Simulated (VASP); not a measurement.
Data:

```xyz
1
Lattice="-1.5721 1.5721 1.5721 1.5721 -1.5721 1.5721 1.5721 1.5721 -1.5721" Properties=species:S:1:pos:R:3 pbc="T T T"
Mo     0.0000     0.0000     0.0000
```

Calculation: revTPSS meta-GGA, VASP's PBE PAW potentials (set 64) (plane waves; VASP 6.6.1). Run with 520 eV cut-off, 18×18×18 Γ-centred mesh, tetrahedra with Blöchl corrections, potentials Mo_sv.

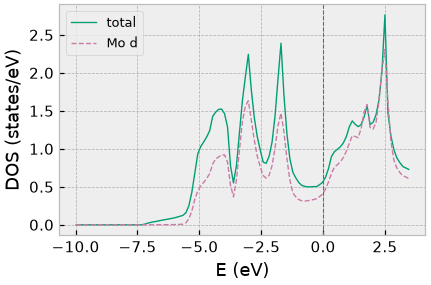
Total and projected density of states, zero at the Fermi level

Within 2 eV below the Fermi level the largest weight inside VASP's projection spheres is Mo d.

It has no gap at this level: it comes out as a metal or semimetal.

The compound is Mo in the bcc structure. It was relaxed first.
